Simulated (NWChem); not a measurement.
**BSiH5OF− (SMILES [BH3-]O[SiH2]F): levels of theory compared**

Wanted: a comparison of 3 runs (HF/STO-3G, HF/3-21G, B3LYP/6-31G*) of BSiH5OF−. 

The calculation is run with NWChem 7.3.0.

## 1. Starting point

The species is BSiH5OF− (9 atoms), meant as a singlet with charge -1. SMILES: `[BH3-]O[SiH2]F`. The shape is that of a GFN2-xTB optimisation. This is one conformer, not always the lowest.

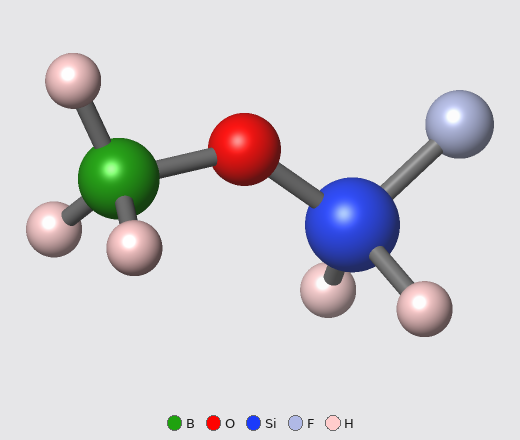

The structure, seen from a chosen angle (boron green, oxygen red, silicon blue, fluorine light blue, hydrogen pink).

## 2. Energy and forces at HF/STO-3G (run 1)

bfh5osi.xyz reads:

```xyz
9
BFH5OSi hf
B     -0.028690     1.514500     0.075650
O      0.223760     0.093710     0.533340
Si     0.029340    -1.325670    -0.055510
F      0.558330    -2.390950     1.070290
H      0.625760     1.722510    -0.928060
H     -1.213580     1.641750    -0.167250
H      0.311120     2.249690     0.975040
H     -1.349480    -1.798070    -0.279380
H      0.843440    -1.707460    -1.224130
```

bfh5osi.nw reads:

```
start bfh5osi
title "BFH5OSi hf"
memory total 2200 mb
charge -1

geometry noautosym nocenter noautoz
  load format xyz bfh5osi.xyz
end

basis spherical bse
  B library STO-3G
  O library STO-3G
  Si library STO-3G
  F library STO-3G
  H library STO-3G
end

scf
  singlet
  rhf
  thresh 1e-08
  maxiter 80
end

task scf gradient
```

On the command line:

```
nwchem bfh5osi.nw > bfh5osi.out
```

The program printed:

```text
[...]
  functions       =    29
[...]
  wavefunction    = RHF
[...]
         Total SCF energy =   -484.710173596871
      One-electron energy =  -1022.808085778717
      Two-electron energy =    368.893245299624
 Nuclear repulsion energy =    169.204666882222
        Time for solution =      1.0s
[...]
                         RHF ENERGY GRADIENTS
    atom               coordinates                        gradient
                 x          y          z           x          y          z
   1 B      -0.054216   2.861990   0.142958    0.001067   0.019344   0.004549
   2 O       0.422845   0.177086   1.007866   -0.006701  -0.058617  -0.021432
   3 Si      0.055445  -2.505153  -0.104899    0.008419   0.057290   0.025096
   4 F       1.055091  -4.518240   2.022555    0.001245  -0.006036   0.002312
   5 H       1.182515   3.255072  -1.753779    0.011185  -0.001137  -0.014984
   6 H      -2.293334   3.102458  -0.316057   -0.018382  -0.002406  -0.002809
   7 H       0.587932   4.251298   1.842558    0.005941   0.009171   0.015307
   8 H      -2.550147  -3.397860  -0.527952   -0.018403  -0.009512   0.003305
   9 H       1.593870  -3.226632  -2.313270    0.015628  -0.008096  -0.011344
[...]
```

Wall time 2 s (1 thread of AMD EPYC 9R45 (Zen 5), shared host); peak memory 0.099 GiB.

## 3. Energy and forces at HF/3-21G (run 2)

run.nw reads:

```
start run
title "BFH5OSi gradient"
memory stack 880 mb heap 220 mb global 1100 mb
charge -1
geometry units bohr noautosym nocenter noautoz
 B  -0.05421624  2.86199022  0.14295778
 O   0.42284512  0.17708624  1.00786653
 Si  0.05544456 -2.50515323 -0.10489870
 F   1.05509079 -4.51824068  2.02255497
 H   1.18251502  3.25507215 -1.75377923
 H  -2.29333383  3.10245787 -0.31605669
 H   0.58793159  4.25129797  1.84255856
 H  -2.55014761 -3.39785985 -0.52795168
 H   1.59387060 -3.22663177 -2.31327044
end
basis spherical bse
 * library 3-21G
end
scf
 singlet
 rhf
 thresh 1e-08
 maxiter 80
 noprint "final vectors analysis"
end
task scf gradient
```

On the command line:

```
nwchem run.nw > run.out
```

The program printed:

```text
[...]
  functions       =    50
[...]
  wavefunction    = RHF
[...]
         Total SCF energy =   -488.313005965629
      One-electron energy =  -1021.876429544797
      Two-electron energy =    364.358769007312
 Nuclear repulsion energy =    169.204654571856
        Time for solution =      1.1s
[...]
                         RHF ENERGY GRADIENTS
    atom               coordinates                        gradient
                 x          y          z           x          y          z
   1 B      -0.054216   2.861990   0.142958   -0.003710   0.001597  -0.008386
   2 O       0.422845   0.177086   1.007867   -0.005284  -0.046503  -0.016864
   3 Si      0.055445  -2.505153  -0.104899   -0.001440   0.060552   0.002319
   4 F       1.055091  -4.518241   2.022555   -0.001905   0.007335  -0.003697
   5 H       1.182515   3.255072  -1.753779   -0.003625  -0.005202   0.009297
   6 H      -2.293334   3.102458  -0.316057    0.009560  -0.004572   0.003832
   7 H       0.587932   4.251298   1.842559   -0.000690  -0.009262  -0.002695
   8 H      -2.550148  -3.397860  -0.527952    0.008535  -0.001757   0.005950
   9 H       1.593871  -3.226632  -2.313270   -0.001439  -0.002187   0.010245
[...]
```

It took 2.2 s on 1 thread of AMD EPYC 9R45 (Zen 5), shared host; peak memory 0.099 GiB.

## 4. Energy and gradient at B3LYP/6-31G(d) (Cartesian functions) (run 3)

calc.nw reads:

```
start calc
memory total 2200 mb
charge -1

geometry units atomic noautosym nocenter noautoz
   B     -0.05421624     2.86199022     0.14295778
   O      0.42284512     0.17708624     1.00786653
   Si     0.05544456    -2.50515323    -0.10489870
   F      1.05509079    -4.51824068     2.02255497
   H      1.18251502     3.25507215    -1.75377923
   H     -2.29333383     3.10245787    -0.31605669
   H      0.58793159     4.25129797     1.84255856
   H     -2.55014761    -3.39785985    -0.52795168
   H      1.59387060    -3.22663177    -2.31327044
end

basis
   * library 6-31G*
end

dft
   xc b3lyp
   grid xfine
   convergence energy 1e-08
   iterations 100
   mulliken
end

task dft gradient
```

On the command line:

```
nwchem calc.nw > calc.out
```

The program printed:

```text
[...]
          Wavefunction type:  closed shell.
          No. of atoms     :     9
          No. of electrons :    42
[...]
          Charge           :    -1
          Spin multiplicity:     1
[...]
          AO basis - number of functions:    74
[...]
              XC Information
              --------------
                         B3LYP Method XC Potential
                     Hartree-Fock (Exact) Exchange  0.200
                        Slater Exchange Functional  0.800 local
                    Becke 1988 Exchange Functional  0.720 non-local
              Lee-Yang-Parr Correlation Functional  0.810
                  VWN I RPA Correlation Functional  0.190 local
[...]
 d= 0,ls=0.0,diis     1   -492.4578436648 -6.62D+02  2.24D-02  7.80D-01     2.2
[...]
 d= 0,ls=0.0,diis    10   -492.5662164429 -2.21D-09  2.45D-07  5.88D-10    18.9
         Total DFT energy =     -492.566216442860
      One electron energy =    -1025.777175012966
           Coulomb energy =      410.355972744121
    Exchange-Corr. energy =      -46.349668745871
 Nuclear repulsion energy =      169.204654571856
[...]
      Total Density - Mulliken Population Analysis
     ---------------------------------------------
    Atom       Charge   Shell Charges
 -----------   ------   -------------------------------------------------------
    1 B    5     4.88   1.99  0.50  1.53  0.26  0.50  0.10
    2 O    8     8.52   1.99  0.89  2.98  0.87  1.75  0.03
    3 Si  14    13.23   2.00  1.99  5.96  0.95  1.60  0.17  0.26  0.29
    4 F    9     9.43   1.99  0.94  3.32  0.94  2.17  0.06
    5 H    1     1.20   0.53  0.68
    6 H    1     1.20   0.53  0.68
    7 H    1     1.19   0.53  0.66
    8 H    1     1.18   0.53  0.65
    9 H    1     1.18   0.53  0.65
[...]
  wavefunction    = closed shell
                         DFT ENERGY GRADIENTS
    atom               coordinates                        gradient
                 x          y          z           x          y          z
   1 B      -0.054216   2.861990   0.142958   -0.000031   0.001453   0.000201
   2 O       0.422845   0.177086   1.007867   -0.003219  -0.018884  -0.009380
   3 Si      0.055445  -2.505153  -0.104899   -0.006402   0.029551  -0.012174
   4 F       1.055091  -4.518241   2.022555    0.000057   0.003276   0.000462
   5 H       1.182515   3.255072  -1.753779   -0.004373  -0.003931   0.007317
   6 H      -2.293334   3.102458  -0.316057    0.008556  -0.003347   0.001956
   7 H       0.587932   4.251298   1.842559   -0.001776  -0.007368  -0.005101
   8 H      -2.550148  -3.397860  -0.527952    0.010944  -0.000069   0.005190
   9 H       1.593871  -3.226632  -2.313270   -0.003756  -0.000682   0.011529
[...]
```

Run time: 25 s. Hardware: 1 thread of AMD EPYC 9R45 (Zen 5), shared host; peak memory 0.14 GiB.

## 5. Overview of the runs

| run | level | Cartesian functions | iteration cap | energy (Eh) | HOMO energy (eV) | LUMO energy (eV) | HOMO–LUMO gap (eV) | wall time |
| --- | --- | --- | --- | --- | --- | --- | --- | --- |
| 1 | HF/STO-3G | no | 80 | -484.710174 | -1.49 | 18.34 | 19.84 | 2 s |
| 2 | HF/3-21G | no | 80 | -488.313006 | – | – | – | 2.2 s |
| 3 | B3LYP/6-31G* (Cartesian functions) | yes | 100 | -492.566216 | -1.36 | 5.55 | 6.91 | 25 s |

## 6. Results

```
                                                    quantity          value
                                         run 3: total energy  -492.56622 Eh
                                          run 3: HOMO energy       -1.36 eV
                                          run 3: LUMO energy        5.55 eV
run 3: HOMO–LUMO gap (to an unbound level, set by the basis)        6.91 eV
                             run 3: largest force on an atom     1.676 eV/Å
```

In words: In run 1 the basis is minimal, so the values are rough. All runs together took 29 s, the longest 25 s.
